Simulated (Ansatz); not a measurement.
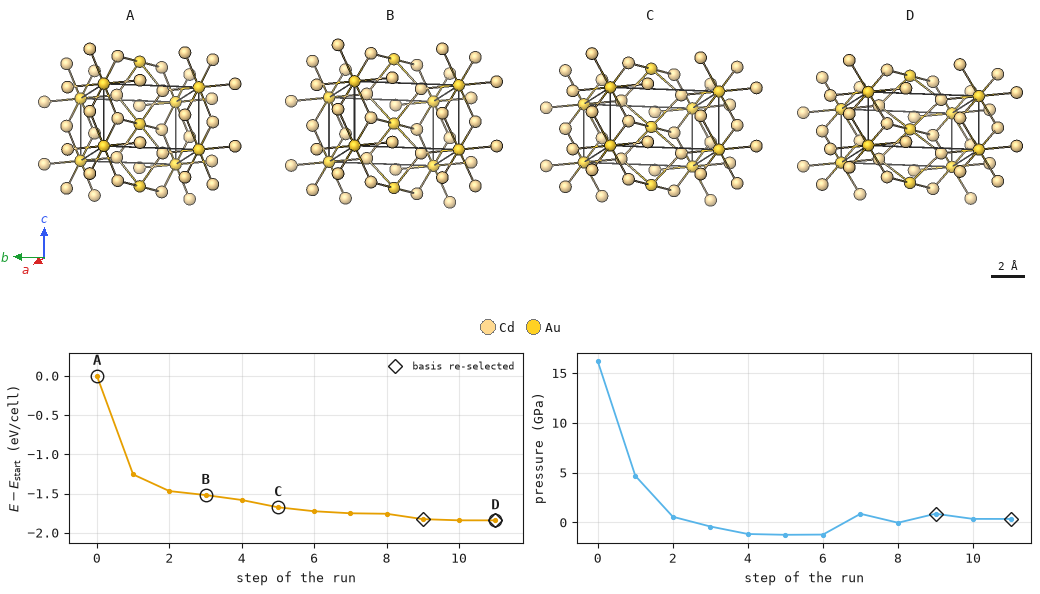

Frames of a relaxation of solid Cd2Au (built on the rutile_136 type) (coarse preliminary run), marked on the history of the run. The picture is a ball-and-stick view of the cell of the calculation, seen from a free direction.

Case: rutile type (P4_2/mnm, No. 136).

Computed with DFT PBE, scalar-relativistic, plane waves, PAW (Ansatz 0.2.0).

Input
```yaml
crystal:
  lattice:
    - [6.0211384273, 0.0, 0.0]
    - [0.0, 6.0211384273, 0.0]
    - [0.0, 0.0, 3.87822129]
  atoms:
    - { symbol: Cd, position: [0.306, 0.306, 0.0] }
    - { symbol: Cd, position: [0.194, 0.806, 0.5] }
    - { symbol: Cd, position: [0.694, 0.694, 0.0] }
    - { symbol: Cd, position: [0.806, 0.194, 0.5] }
    - { symbol: Au, position: [0.0, 0.0, 0.0] }
    - { symbol: Au, position: [0.5, 0.5, 0.5] }
basis:
  ecutwfc: 420
kpoints:
  mp_grid: { grid: [4, 4, 4] }
hamiltonian:
  xc: pbe
scf:
  occupations: { method: gaussian, width: 0.1 }
  lower_state_search: "off"
output:
  forces: true
  stress: true
  eigenvalues: true
relax:
  adjacent_minimum: "off"
  f_tol: 0.04
  max_steps: 70
  cell: { stress_tol: 0.4 }
```

Command:
```bash
ansatz run input.yaml --threads 1 --pin off --max-ram 2560MiB --backend cpu --events-out ev --progress --plain --runs-dir out
```

What happens along the run?

The largest moves relative to the cell, 0.32 Å, are those of Cd1, Cd2, Cd3 and Cd4. Cd2 goes along [1 −1 0]. Au stays in place. The volume changes by +16.5 %, with a = b 6.021 → 7.011 Å (+16.4 %), c 3.878 → 3.332 Å (−14.1 %). Near-neighbour distances that change, for instance: Cd1–Au6 2.547 → 2.791 Å, Cd1–Au5 2.606 → 2.718 Å. Among the angles between lasting bonds that change: Au5–Cd2–Au5 99.1° → 73.3°, Cd1–Au6–Cd3 80.9° → 106.7°, Cd1–Au6–Cd1 99.1° → 73.3°. The space group stays P4_2/mnm (No. 136). Over 9 accepted moves (11 points after the start) the energy falls by 1.842 eV per cell of the calculation. Largest force component: 0.9 eV/Å at the start, 0.013 eV/Å at the end. Pressure: 16.18 GPa at the start and 0.36 GPa at the end. At 2 points the geometry stayed and the basis and grid were re-selected for the new cell (energy shift of 68.6 meV per cell of the calculation at most each time). The run took 2.8 min on 1 thread of Intel(R) Xeon(R) Platinum 8488C (Sapphire Rapids), on a shared host, peak memory 0.53 GiB. From step 0 to 3: Cd atoms move most (0.14 Å), volume +24.4 %, energy −1.519 eV per cell of the calculation. From step 3 to 5: Cd atoms move most (0.13 Å), volume −2.1 %, energy −0.156 eV per cell of the calculation. From step 5 to 11: Cd atoms move most (0.03 Å), volume −4.4 %, energy −0.167 eV per cell of the calculation.

| step | E − E(0), meV/atom | largest force component, eV/Å | pressure, GPa | volume, Å³/atom | note |
| --- | --- | --- | --- | --- | --- |
| 0 | 0.00 | 0.8996 | 16.18 | 23.434 |  |
| 1 | -209.41 | 0.0751 | 4.69 | 26.444 |  |
| 2 | -244.73 | 0.0814 | 0.58 | 28.585 |  |
| 3 | -253.19 | 0.0090 | -0.40 | 29.147 |  |
| 4 | -263.68 | 0.0731 | -1.16 | 29.189 |  |
| 5 | -279.15 | 0.1289 | -1.24 | 28.541 |  |
| 6 | -287.59 | 0.1802 | -1.21 | 27.802 |  |
| 7 | -291.91 | 0.0457 | 0.87 | 26.765 |  |
| 8 | -292.92 | 0.0089 | -0.02 | 27.180 |  |
| 9 | -304.36 | 0.0079 | 0.88 | 27.180 | same geometry, new basis |
| 10 | -306.90 | 0.0132 | 0.36 | 27.292 |  |
| 11 | -306.93 | 0.0131 | 0.36 | 27.292 | same geometry, new basis |

Limits of the set-up: the k-point mesh is coarse for a cell with partly filled bands.
